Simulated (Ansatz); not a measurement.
# One shape, several levels: CH4AlNO (SMILES C1[NH][AlH][O]1)

Wanted: a comparison of 6 runs (B3LYP/def2-SVPD, BLYP/def2-SVPD, CAM-B3LYP/def2-SVPD, PBE/def2-SVPD, MP2/def2-SVPD, CCSD(T)/def2-SVPD) of CH4AlNO. 

Program for the calculation: Ansatz 0.2.0.

93 further runs of the same task are left out: 93 set aside as unsound or not needed.

### 1 The system as given

The species is CH4AlNO (8 atoms), meant as a singlet with charge 0. SMILES: `C1[NH][AlH][O]1`. The Al3–H8 distance was set to 2.824 Å, away from the relaxed value. At this shape a bond of the SMILES string is far longer than usual.

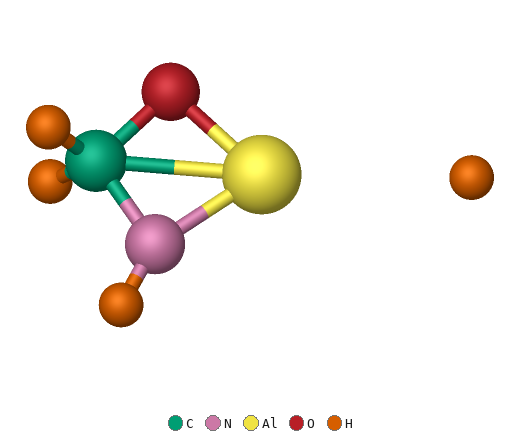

The structure, seen from a chosen angle (carbon teal, nitrogen pink, aluminium yellow, oxygen red, hydrogen orange).

### 2 A single-point energy at B3LYP/def2-SVPD (run 1)

Input file molecule.yaml:

```yaml
crystal:
  periodic: [false, false, false]
  atoms:
    - {symbol: C, position_ang: [-0.357916, 1.977233, -0.735109]}
    - {symbol: N, position_ang: [0.472984, 1.468333, 0.359591]}
    - {symbol: Al, position_ang: [-0.067816, -0.144267, -0.086009]}
    - {symbol: O, position_ang: [-0.924416, 0.786133, -1.270109]}
    - {symbol: H, position_ang: [0.228484, 2.492133, -1.508609]}
    - {symbol: H, position_ang: [-1.156416, 2.646233, -0.385809]}
    - {symbol: H, position_ang: [1.003784, 2.102233, 0.926391]}
    - {symbol: H, position_ang: [0.166000, -2.878600, 0.578000]}
basis:
  gaussian: {orbitals: def2-SVPD}
hamiltonian: {xc: {name: B3LYP}}
accuracy: high
output: {orbitals: {seedname: orbitals}}
```

Started as:

```console
ansatz run molecule.yaml --threads 1 --pin off --max-ram 3480MiB --events-out events.jsonl --progress --plain --runs-dir runs
```

Log:

```text
Warning: RAYON_NUM_THREADS=1 ignored (pool sized by the plan → 1); use --threads N
Functional definition: B3LYP
  name "B3LYP"
  parameter a0 = 0.2
  parameter ax = 0.72
  parameter ac = 0.81
  exchange = (1 - a0 - ax)*slater_x + ax*b88_x + a0*exact_x
  correlation = (1 - ac)*vwn_rpa_c + ac*lyp_c
2408 factors; integrals over basis functions are off by at most 3.5e-9 eV
mean field evaluation 1: about -11218.6551 eV, gradient 7.1e1 eV
mean field evaluation 2: about -11141.4622 eV, gradient 1.7e2 eV
mean field evaluation 4: about -11226.2153 eV, gradient 2.2e1 eV
mean field evaluation 8: about -11229.2185 eV, gradient 6.2e-1 eV
mean field evaluation 16: about -11229.3326 eV, gradient 1.9e-4 eV
mean field -11229.33256721 eV, -412.6703603301 hartree, gradient 7.4e-8 eV, S^2 0.000000; 0 other end points of the search recorded, 0 dependent functions left out
reference -11229.33261123 eV, -412.6703619478 hartree; 19, 19 occupied and 100, 100 virtual orbitals, 2408 factors
Total energy: -11229.33261123 eV, -412.6703619478 hartree
```

Run time: 9.9 s. Hardware: 1 thread of Arm Neoverse V2, shared host; peak memory 0.44 GiB.

### 3 The energy at BLYP/def2-SVPD (run 2)

molecule.yaml: that of step 2 with these lines changed.

```diff
@@ -1 +1,3 @@
+basis:
+  gaussian: {orbitals: def2-SVPD}
 crystal:
@@ -4,3 +6,3 @@
     - {symbol: C, position_ang: [-0.357916, 1.977233, -0.735109]}
-    - {symbol: N, position_ang: [0.472984, 1.468333, 0.359591]}
+    - {symbol: "N", position_ang: [0.472984, 1.468333, 0.359591]}
     - {symbol: Al, position_ang: [-0.067816, -0.144267, -0.086009]}
@@ -11,5 +13,3 @@
     - {symbol: H, position_ang: [0.166000, -2.878600, 0.578000]}
-basis:
-  gaussian: {orbitals: def2-SVPD}
-hamiltonian: {xc: {name: B3LYP}}
+hamiltonian: {xc: {name: BLYP}}
 accuracy: high
```

Started as:

```console
ansatz run molecule.yaml --threads 1 --pin off --max-ram 3480MiB --events-out events.jsonl --progress --plain --runs-dir runs
```

Log:

```text
Warning: RAYON_NUM_THREADS=1 ignored (pool sized by the plan → 1); use --threads N
Functional definition: BLYP
  name "BLYP"
  parameter beta = 0.0042
  parameter a = 0.04918
  parameter b = 0.132
  parameter c = 0.2533
  parameter d = 0.349
  exchange = b88_x(beta = beta)
  correlation = lyp_c(a = a, b = b, c = c, d = d)
2408 factors; integrals over basis functions are off by at most 3.5e-9 eV
mean field evaluation 1: about -11212.5814 eV, gradient 8.3e1 eV
mean field evaluation 2: about -11064.3136 eV, gradient 2.3e2 eV
mean field evaluation 4: about -11219.2107 eV, gradient 4.8e1 eV
mean field evaluation 8: about -11227.6435 eV, gradient 7.8e-1 eV
mean field evaluation 16: about -11227.6455 eV, gradient 1.1e-2 eV
mean field -11227.64546856 eV, -412.6083605983 hartree, gradient 4.2e-8 eV, S^2 0.000000; 0 other end points of the search recorded, 0 dependent functions left out
reference -11227.64552763 eV, -412.6083627690 hartree; 19, 19 occupied and 100, 100 virtual orbitals, 2408 factors
Total energy: -11227.64552763 eV, -412.6083627690 hartree
```

Run time: 8.1 s. Hardware: 1 thread of Arm Neoverse V2, shared host; peak memory 0.35 GiB.

Runs 3 to 5 aren't shown in full; the table further down has their settings and results.

### 4 A single-point energy at CCSD(T)/def2-SVPD (run 6)

Input file input.yaml:

```yaml
crystal:
  periodic: [false, false, false]
  atoms:
    - {symbol: C, position_ang: [-0.357916, 1.977233, -0.735109]}
    - {symbol: N, position_ang: [0.472984, 1.468333, 0.359591]}
    - {symbol: Al, position_ang: [-0.067816, -0.144267, -0.086009]}
    - {symbol: O, position_ang: [-0.924416, 0.786133, -1.270109]}
    - {symbol: H, position_ang: [0.228484, 2.492133, -1.508609]}
    - {symbol: H, position_ang: [-1.156416, 2.646233, -0.385809]}
    - {symbol: H, position_ang: [1.003784, 2.102233, 0.926391]}
    - {symbol: H, position_ang: [0.166000, -2.878600, 0.578000]}
basis:
  gaussian:
    orbitals: def2-SVPD
scf:
  omitted_lower_state_checks: [cluster_reference, increment]
correlation:
  method: ccsd_t
  frozen_orbitals: {Al: 5, C: 1, H: 0, "N": 1, O: 1}
accuracy: high
```

Started as:

```console
ansatz run input.yaml --threads 1 --pin off --max-ram 3480MiB --events-out events.jsonl --progress --plain --runs-dir runs
```

Log:

```text
Warning: RAYON_NUM_THREADS=1 ignored (pool sized by the plan → 1); use --threads N
[... 12 lines left out ...]
8 core orbitals not correlated: weight in the atoms' cores, before any rotation towards them, 1.000 or more for the frozen orbitals, at most 0.000 for the correlated occupied ones
[... 29 lines left out ...]
Total energy: -11205.24285111 eV, -411.7850795919 hartree
Checks for a lower state left out: cluster_reference, increment
```

Wall time 44 s (1 thread of Arm Neoverse V2, shared host); peak memory 1.1 GiB.

### 5 The series

```csv
run,level,frozen core orbitals,energy (Eh),HOMO energy (eV),LUMO energy (eV),HOMO–LUMO gap (eV),wall time
1,B3LYP/def2-SVPD,–,-412.670362,-7.12,-3.41,3.72,9.9 s
2,BLYP/def2-SVPD,–,-412.608363,-5.97,-3.81,2.17,8.1 s
3,CAM-B3LYP/def2-SVPD,–,-412.575428,-8.48,-2.20,6.28,11 s
4,PBE/def2-SVPD,–,-412.322015,-6.08,-3.86,2.23,8.4 s
5,MP2/def2-SVPD,8,-411.721951,–,–,–,5.7 s
6,CCSD(T)/def2-SVPD,8,-411.785080,–,–,–,44 s
```

### 6 Outcome

| quantity | value |
| --- | --- |
| run 6: total energy | -411.78508 Eh |
| run 6: correlation energy (8 core orbitals frozen) | -650.3 mEh |
| run 6: (T) correction | -23.52 mEh |
| run 6: T1 diagnostic | 0.023 |

In words: Over runs 1, 2, 3, 4 the HOMO–LUMO gap runs from 2.17 eV (BLYP/def2-SVPD) to 6.28 eV (CAM-B3LYP/def2-SVPD). Totals of different functionals can't be ranked against each other. In runs 5, 6 the log says that unrestricted orbitals would lower the reference, so the values rest on an unstable closed-shell determinant (other closed-shell runs at this shape may share the fault). All runs together took 87 s, the longest 44 s.
